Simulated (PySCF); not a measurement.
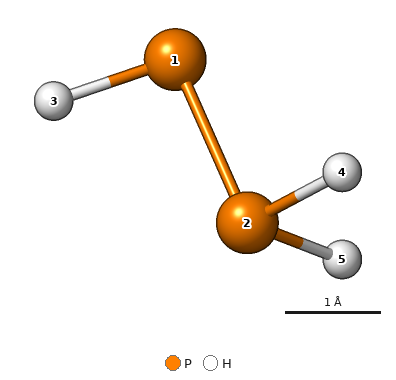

*The structure as given in the input (ball-and-stick view, seen at an oblique angle; atoms are numbered from 1 in the order of the input).*

Bond lengths as drawn: H–P 1.37 to 1.40 Å and P–P 2.09 Å.

## Excited-state calculation, with input and output: P2H3 (charge −1)

The run: excited-state calculation of P2H3, charge −1. Method and program: TDA HCTH407/def2-SVPD, vertical, gas phase, core orbitals frozen in the response (PySCF 2.14.0).

The geometry comes from this level: GFN2-xTB. It belongs to a series of runs on one base structure; here: HCTH407/def2-SVPD; 12 states, TDA.

### What the program printed
```
coarse grid: 5112 points
cycle   1  E = -684.2425105545  dE =  4.256e-02  |g| = 3.671e-01  |ddm| = 2.444e+00
cycle   2  E = -684.1635815872  dE =  7.893e-02  |g| = 5.788e-01  |ddm| = 3.488e+00
cycle   3  E = -684.3055318634  dE = -1.420e-01  |g| = 7.757e-02  |ddm| = 2.155e+00
cycle   4  E = -684.3074271862  dE = -1.895e-03  |g| = 4.737e-02  |ddm| = 2.248e-01
cycle   5  E = -684.3083246906  dE = -8.975e-04  |g| = 9.423e-03  |ddm| = 8.979e-02
cycle   6  E = -684.3083607023  dE = -3.601e-05  |g| = 9.961e-04  |ddm| = 2.197e-02
cycle   7  E = -684.3083610481  dE = -3.457e-07  |g| = 5.866e-04  |ddm| = 3.830e-03
final grid: 39968 points
cycle   8  E = -684.3936678600  dE = -1.576e-05  |g| = 1.024e-03  |ddm| = 5.931e-02
cycle   9  E = -684.3936670053  dE =  8.547e-07  |g| = 1.728e-03  |ddm| = 5.085e-03
cycle  10  E = -684.3936683716  dE = -1.366e-06  |g| = 1.817e-04  |ddm| = 3.021e-03
cycle  11  E = -684.3936683814  dE = -9.777e-09  |g| = 1.023e-04  |ddm| = 4.557e-04
cycle  12  E = -684.3936683858  dE = -4.454e-09  |g| = 1.018e-05  |ddm| = 1.712e-04
cycle  13  E = -684.3936683859  dE = -3.797e-11  |g| = 3.379e-06  |ddm| = 2.609e-05
```

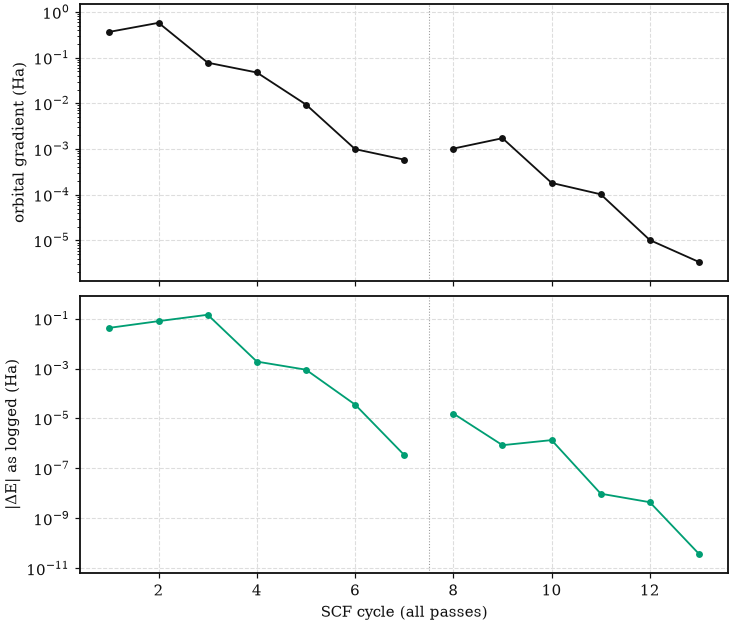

*Convergence of the self-consistent field: orbital gradient and size of the energy change against the SCF cycle. The dotted line marks the change from a coarse to the final integration grid.*

The first 7 cycles use a coarse grid, the final grid takes over at cycle 8, and the field converges after 13 cycles in all.

```
converged SCF energy = -684.3936683859

Static polarisability (au): isotropic 70.991, principal 59.318 60.860 92.794

Singlet excitations
state   eV       nm        f      main configurations
  1   3.0271    409.6   0.00033   H->L 1.00
  2   3.6020    344.2   0.03186   H->L+1 0.99
  3   4.1114    301.6   0.03934   H->L+2 0.94
  4   4.4612    277.9   0.00196   H->L+3 0.98
  5   4.4936    275.9   0.02408   H-1->L 0.97
  6   5.1961    238.6   0.21009   H-1->L+1 0.90
  7   5.4386    228.0   0.01636   H-1->L+2 0.93
  8   5.6362    220.0   0.02505   H->L+4 0.94
  9   5.7902    214.1   0.00140   H->L+5 0.97
 10   5.9977    206.7   0.02444   H-1->L+3 0.71, H->L+6 0.21
 11   6.2134    199.5   0.08012   H->L+6 0.71, H-1->L+3 0.15
 12   6.2723    197.7   0.02882   H->L+7 0.86

Triplet excitations (Tamm-Dancoff, eV): 3.0523 3.4223
```

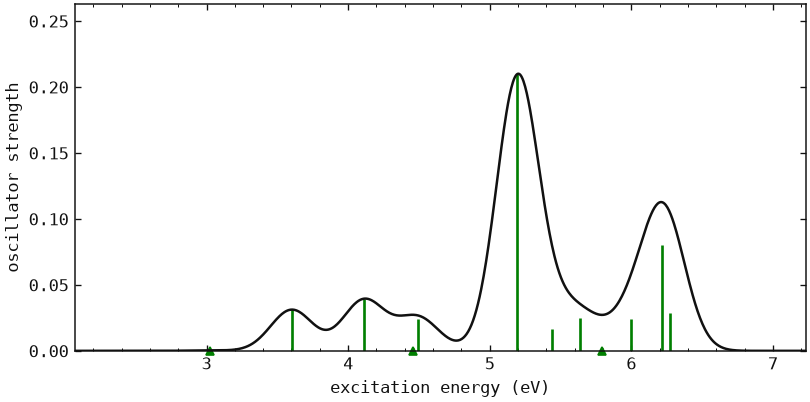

*Computed excitations as sticks (degenerate states added up, dark ones marked on the axis), with a Gaussian envelope of 0.35 eV full width at half maximum, scaled to the tallest.*

Of the 12 states the lowest lies at 3.03 eV (f = 0.000); the strongest line is at 5.20 eV, or 239 nm (f = 0.210).

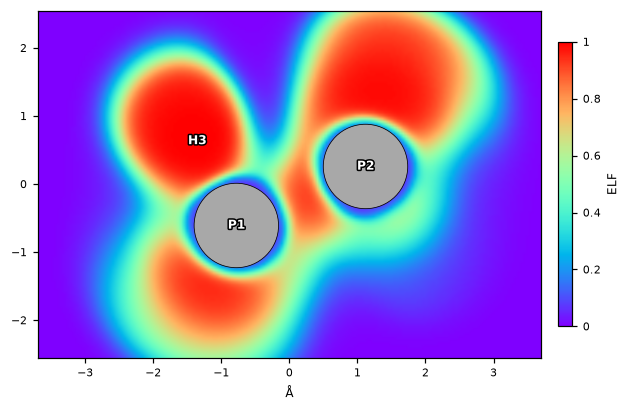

*ELF on the plane of atoms P2, P1 and H3. Grey discs, where drawn, cover atomic cores.*

Atoms in the plane: P and H. P–H (1.37 Å): the ELF climbs to about 1 towards the hydrogen, as it does in any bond to H.

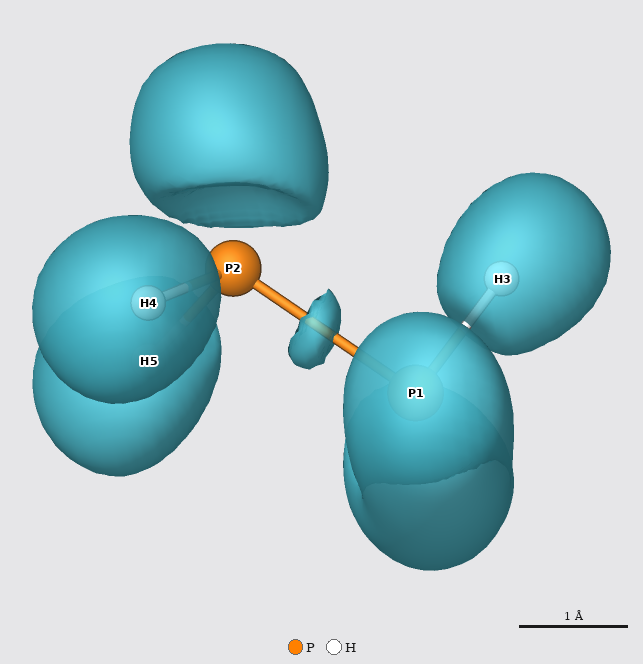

*Isosurface of the electron localisation function at 0.85 (cyan), seen from the side. Only the valence region is drawn (cores and ρ < 0.01 e/Å³ removed).*

Along the contacts the grid gives the following. P–P (2.09 Å): the ELF peaks at about 0.90 between the atoms (a covalent bond). P–H (1.37 Å): the ELF climbs to about 1 towards the hydrogen.

The run was set up as follows.

### Input file
```
{"job": {"kind": "uv", "xc": "HCTH407", "basis": "def2-SVPD", "nstates": 12, "ntriplets": 2, "tda": true}, "charge": -1, "multiplicity": 1}
P      1.149953    -0.329190     0.666500
P     -0.505193     0.194077    -0.491270
H      1.967419    -0.196078    -0.424367
H     -1.161338     1.108674     0.341803
H     -1.442218    -0.774631    -0.109850
```

The first line tells a small driver script what to run in PySCF; the rest is the geometry in Å.

Launch command:
```bash
OMP_NUM_THREADS=1 python <driver script> task.json out
```

### Summary

| quantity | value |
| --- | --- |
| outcome | converged |
| total energy | −684.393668 hartree |
| HOMO | 1.44 eV |
| LUMO | 4.40 eV |
| mean polarisability | 70.99 a.u. |
| lowest singlet excitation | 3.03 eV |
| hardware | 1 CPU thread, shared host |
| wall time | 9.4 s |
| peak memory | 0.44 GiB |

### Notes

Settings chosen away from the usual ones: HCTH407/def2-SVPD; 12 states, TDA. The highest filled orbital lies above zero: either the extra electron isn't bound at this level, or the self-interaction error of the functional lifts the level.
